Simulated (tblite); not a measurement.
**Geometry relaxation, with input and output: C3H10NOSi (part 1 of 2)**

System: C3H10NOSi, multiplicity 2.
Method: GFN2-xTB geometry optimisation, gas phase (tblite 0.8.0).

It belongs to a series of runs on one base structure; here: H added to N.

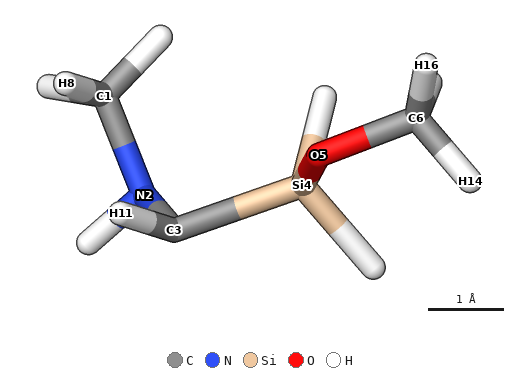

Figure 1. The input geometry (stick view, seen at a tilt; atoms are numbered from 1 in the order of the input).

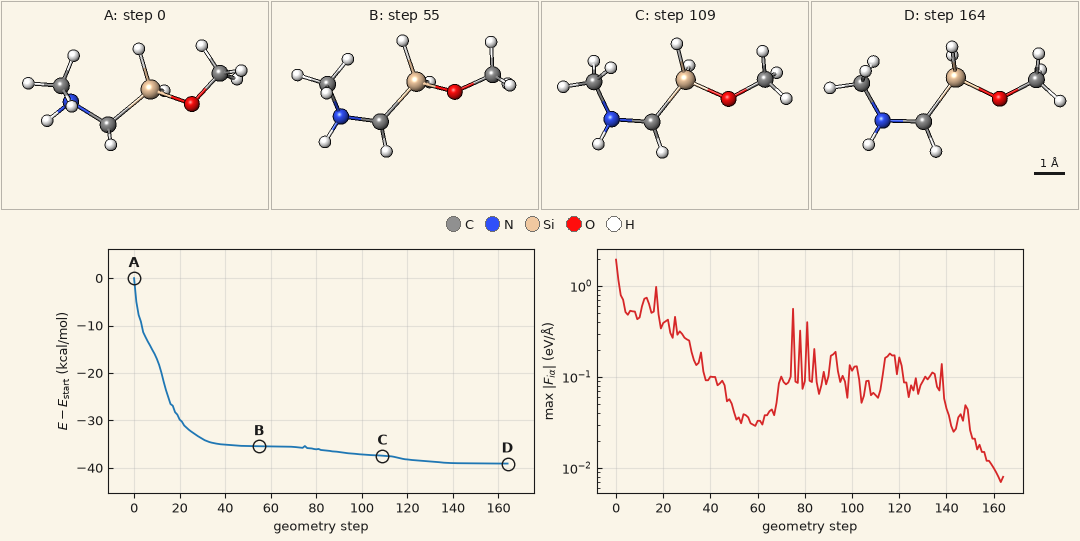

Figure 2. Frames of the relaxation (ball-and-stick view, seen at a tilt) above the curves, on which the letters mark them (steps are counted from 0).

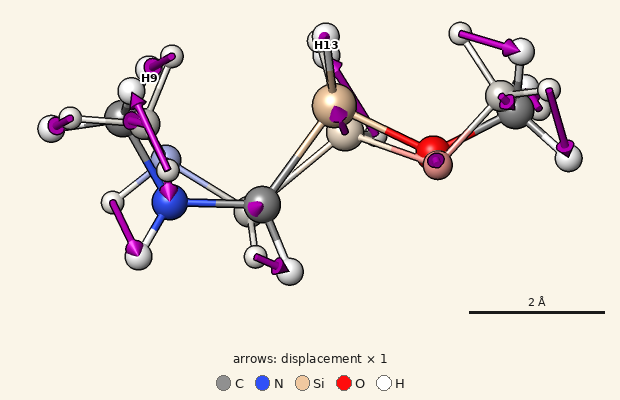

Figure 3. Start (faint) and end (solid) with the displacements as pink arrows, at true length (ball-and-stick view, seen at a tilt). The two geometries are laid on each other by the best rigid fit. After 164 geometry steps the energy has fallen by 39.1 kcal/mol. The largest force component goes from 1.9 to 0.008 eV/Å. H12 moves most after the best rigid fit: 1.54 Å. By element the largest moves are H 1.54 Å, N 0.83 Å, Si 0.68 Å, C 0.65 Å, O 0.36 Å. Among the contacts that change: Si4–O5 1.734 → 1.631 Å, N2–C3 1.460 → 1.372 Å, N2–H10 1.058 → 1.011 Å, C3–Si4 1.858 → 1.832 Å. Among the angles that change: Si4–O5–C6 104.0° → 126.1°, N2–C3–Si4 108.5° → 124.3°, C3–Si4–O5 111.5° → 100.0°. (Atoms are counted from 1 in the order of the input.)

The input and output of the run follow.

**Input**
```
{"job": {"kind": "relax", "xc": "GFN2-xTB", "basis": "xTB"}, "charge": 0, "multiplicity": 2}
C     -2.474900     0.373500     0.433700
N     -1.942200    -0.867400    -0.047000
C     -0.737300    -1.267500     0.673600
Si     0.721300    -0.415600    -0.100700
O      1.898100     0.038100     1.089000
C      2.880500     0.726200     0.352200
H     -3.572900     0.377800     0.284500
H     -2.286800     0.470300     1.517600
H     -2.084700     1.259400    -0.089000
H     -2.676200    -1.621500     0.065900
H     -0.815400    -1.137300     1.759100
H      1.419500    -1.371400    -0.989500
H      0.290100     0.787100    -0.823100
H      3.604100    -0.003400    -0.086800
H      2.335400     1.204700    -0.496400
H      3.433600     1.456000     0.980300
```

The first line tells a small driver script what to run in tblite; the rest is the geometry in Å.

Launched with:
```bash
OMP_NUM_THREADS=1 python <driver script> task.json out
```

**What the program printed**
```
step      E/eV     max force
  0    -548.35268    2.038
  1    -548.56848    1.320
  2    -548.68854    0.883
  3    -548.74961    0.821
  4    -548.84633    0.635
  5    -548.88983    0.496
  6    -548.93076    0.672
  7    -548.96739    0.641
  8    -549.00744    0.555
  9    -549.04469    0.467
 10    -549.09049    0.600
 11    -549.14521    0.737
 12    -549.21636    0.869
 13    -549.29966    0.923
 14    -549.37529    0.794
 15    -549.43853    0.687
 16    -549.50322    0.682
 17    -549.51886    1.296
 18    -549.57787    0.494
 19    -549.60016    0.357
 20    -549.64527    0.411
 21    -549.66412    0.447
 22    -549.69957    0.454
 23    -549.71890    0.359
 24    -549.73759    0.336
 25    -549.75360    0.566
 26    -549.76805    0.334
 27    -549.78263    0.391
 28    -549.79667    0.298
 29    -549.80943    0.310
 30    -549.82251    0.291
 31    -549.83394    0.256
 32    -549.84268    0.233
 33    -549.85032    0.165
 34    -549.85612    0.170
 35    -549.86067    0.169
 36    -549.86480    0.187
 37    -549.86847    0.124
 38    -549.87132    0.113
 39    -549.87297    0.104
 40    -549.87456    0.124
 41    -549.87651    0.128
 42    -549.87848    0.131
 43    -549.88013    0.114
 44    -549.88164    0.089
 45    -549.88323    0.112
 46    -549.88477    0.089
 47    -549.88578    0.081
 48    -549.88638    0.059
 49    -549.88691    0.058
 50    -549.88750    0.050
 51    -549.88799    0.042
 52    -549.88830    0.042
 53    -549.88856    0.045
 54    -549.88888    0.044
 55    -549.88925    0.044
 56    -549.88953    0.045
 57    -549.88972    0.036
 58    -549.88988    0.033
 59    -549.89010    0.037
 60    -549.89036    0.037
 61    -549.89061    0.037
 62    -549.89083    0.033
 63    -549.89108    0.040
 64    -549.89142    0.040
 65    -549.89179    0.044
 66    -549.89212    0.045
 67    -549.89246    0.049
 68    -549.89297    0.062
 69    -549.89384    0.097
 70    -549.89521    0.116
 71    -549.89707    0.115
 72    -549.89939    0.097
 73    -549.90178    0.110
 74    -549.90396    0.115
 75    -549.88730    0.680
 76    -549.90607    0.097
 77    -549.90758    0.091
 78    -549.90947    0.393
 79    -549.91450    0.083
 80    -549.91746    0.100
 81    -549.91396    0.483
 82    -549.92335    0.092
 83    -549.92532    0.089
 84    -549.92789    0.256
 85    -549.93022    0.119
 86    -549.93204    0.085
 87    -549.93606    0.103
 88    -549.93734    0.141
 89    -549.93911    0.096
 90    -549.94193    0.105
 91    -549.94510    0.179
 92    -549.94806    0.210
 93    -549.95042    0.214
 94    -549.95346    0.168
 95    -549.95496    0.131
 96    -549.95658    0.140
 97    -549.95832    0.102
 98    -549.96059    0.073
 99    -549.96275    0.135
100    -549.96395    0.124
101    -549.96556    0.151
102    -549.96714    0.133
103    -549.96906    0.095
104    -549.97026    0.064
105    -549.97099    0.085
106    -549.97192    0.112
107    -549.97285    0.110
108    -549.97410    0.079
109    -549.97559    0.090
110    -549.97702    0.088
111    -549.97823    0.084
112    -549.97960    0.110
113    -549.98179    0.137
114    -549.98540    0.178
115    -549.99040    0.193
116    -549.99560    0.184
117    -550.00050    0.237
118    -550.00460    0.236
119    -550.00836    0.139
120    -550.00999    0.171
121    -550.01280    0.159
122    -550.01507    0.097
123    -550.01666    0.092
124    -550.01818    0.088
125    -550.01972    0.083
126    -550.02134    0.085
127    -550.02304    0.104
128    -550.02471    0.086
129    -550.02593    0.093
130    -550.02734    0.099
131    -550.02879    0.111
132    -550.03061    0.107
133    -550.03272    0.112
134    -550.03513    0.123
135    -550.03763    0.116
136    -550.03960    0.096
137    -550.04089    0.102
138    -550.04137    0.147
139    -550.04274    0.086
140    -550.04351    0.057
141    -550.04408    0.048
142    -550.04431    0.041
143    -550.04454    0.036
144    -550.04476    0.037
145    -550.04500    0.037
146    -550.04526    0.041
147    -550.04559    0.042
148    -550.04600    0.056
149    -550.04641    0.051
150    -550.04672    0.029
151    -550.04688    0.022
152    -550.04698    0.021
153    -550.04708    0.019
154    -550.04719    0.023
155    -550.04729    0.018
156    -550.04737    0.016
157    -550.04743    0.015
158    -550.04746    0.014
159    -550.04749    0.011
160    -550.04751    0.011
161    -550.04753    0.012
162    -550.04754    0.012
163    -550.04756    0.011
164    -550.04758    0.009
```

**Trajectory as extended XYZ (Å, eV, eV/Å), 14 of the 165 frames kept, from step=0 to step=164**
```
16
Properties=species:S:1:pos:R:3:forces:R:3 step=0 energy=-548.35268
C    -2.4749    0.3735    0.4337   -1.1420   0.3490   0.6100
N    -1.9422   -0.8674   -0.0470    0.1690  -1.9460   0.1060
C    -0.7373   -1.2675    0.6736   -0.7100   1.5050  -0.3160
Si    0.7213   -0.4156   -0.1007    0.8110  -0.8560   1.1000
O     1.8981    0.0381    1.0890   -1.1360  -0.1330  -1.6870
C     2.8805    0.7262    0.3522    0.3060  -0.0250  -0.3580
H    -3.5729    0.3778    0.2845    0.4410   0.0820   0.0490
H    -2.2868    0.4703    1.5176   -0.0670   0.3360  -0.0800
H    -2.0847    1.2594   -0.0890    0.2300  -0.4940   0.1180
H    -2.6762   -1.6215    0.0659    1.0350   0.9150  -0.1580
H    -0.8154   -1.1373    1.7591   -0.1700  -0.3540   0.0280
H     1.4195   -1.3714   -0.9895   -0.1410   0.2440  -0.0090
H     0.2901    0.7871   -0.8231    0.0280   0.0050   0.0420
H     3.6041   -0.0034   -0.0868   -0.3630   0.5060   0.3410
H     2.3354    1.2047   -0.4964    1.2220   0.3070   0.5270
H     3.4336    1.4560    0.9803   -0.5130  -0.4400  -0.3140
16
Properties=species:S:1:pos:R:3:forces:R:3 step=13 energy=-549.29966
C    -2.6041    0.3895    0.4409   -0.2920   0.2330   0.1960
N    -1.9770   -0.8984    0.1731   -0.2080   0.0510  -0.0760
C    -0.7433   -1.0549    0.8118   -0.2280   0.0590   0.0160
Si    0.6695   -0.4221   -0.2196   -0.1060   0.2080  -0.2080
O     1.8553    0.1489    0.7254   -0.1390  -0.1850   0.7070
C     3.0275    0.7903    0.3638   -0.1490  -0.1410  -0.2180
H    -3.6569    0.4373    0.1722   -0.0540  -0.3850  -0.2980
H    -2.5669    0.6017    1.5167    0.0740   0.1550   0.0350
H    -2.1085    1.2012   -0.0885    0.2630  -0.1770  -0.0210
H    -2.6084   -1.6837    0.3339   -0.0390   0.3060   0.2220
H    -0.8381   -1.6097    1.7582    0.7430  -0.0130  -0.5470
H     1.2278   -1.4709   -1.1079   -0.0960   0.0210   0.0470
H     0.2923    0.7205   -1.1180   -0.0660  -0.3760   0.2280
H     3.7621    0.0795    0.0100    0.3150  -0.3920   0.0030
H     2.8306    1.4537   -0.4670    0.0270   0.5220  -0.1620
H     3.4304    1.3258    1.2184   -0.0460   0.1140   0.0770
16
Properties=species:S:1:pos:R:3:forces:R:3 step=25 energy=-549.75360
C    -2.6891    0.4249    0.4462    0.0520   0.0980  -0.0690
N    -2.0332   -0.8572    0.4819   -0.1450   0.0700   0.0150
C    -0.6932   -0.9732    0.7919   -0.0540   0.2120  -0.2600
Si    0.6557   -0.3713   -0.3197    0.1730   0.0060   0.1040
O     1.8186    0.1923    0.6821    0.0610   0.0830  -0.0070
C     3.0550    0.7825    0.4092   -0.0510  -0.0490  -0.0340
H    -3.6599    0.3472   -0.0433    0.0470  -0.1230  -0.1020
H    -2.8637    0.8325    1.4490    0.0760   0.0210   0.0700
H    -2.0663    1.1213   -0.1062    0.0640   0.0680  -0.0230
H    -2.6465   -1.5922    0.8003    0.0690  -0.0900   0.2100
H    -0.4493   -1.8997    1.2661   -0.0650  -0.4580   0.3260
H     1.1661   -1.5082   -1.1223    0.1220   0.1910  -0.0440
H     0.2061    0.6743   -1.2293   -0.0020   0.1650  -0.1610
H     3.7818    0.0331    0.0683   -0.1100   0.0290   0.0940
H     2.9763    1.5435   -0.3768   -0.0760  -0.0470   0.0900
H     3.4340    1.2591    1.3262   -0.1600  -0.1770  -0.2090
16
Properties=species:S:1:pos:R:3:forces:R:3 step=38 energy=-549.87132
C    -2.6455    0.4272    0.4193    0.0210  -0.0430  -0.0060
N    -2.0383   -0.8616    0.6156    0.0420  -0.0550  -0.0090
C    -0.6805   -1.0739    0.7089    0.0140   0.0070  -0.0270
Si    0.6405   -0.3426   -0.3541   -0.0540   0.0140  -0.0340
O     1.7238    0.2224    0.7315   -0.0570   0.0500  -0.0070
C     2.9715    0.7491    0.4218    0.0270  -0.0170   0.0060
H    -3.5722    0.2978   -0.1446    0.0250   0.0400  -0.0490
H    -2.8975    0.9121    1.3708    0.0680   0.0250  -0.0010
H    -1.9663    1.0675   -0.1337    0.0190  -0.0060  -0.0250
H    -2.6117   -1.4854    1.1642    0.0080  -0.0370   0.0430
H    -0.4529   -2.0279    1.1686   -0.0110   0.0490  -0.0060
H     1.3518   -1.3011   -1.2274   -0.0640  -0.0280  -0.0030
H     0.2284    0.7541   -1.2479   -0.0730  -0.0040   0.0560
H     3.6448   -0.0349    0.0713    0.0650  -0.0920  -0.0050
H     2.9112    1.5066   -0.3630   -0.0700   0.0610  -0.0030
H     3.3853    1.1996    1.3223    0.0430   0.0350   0.0690
```
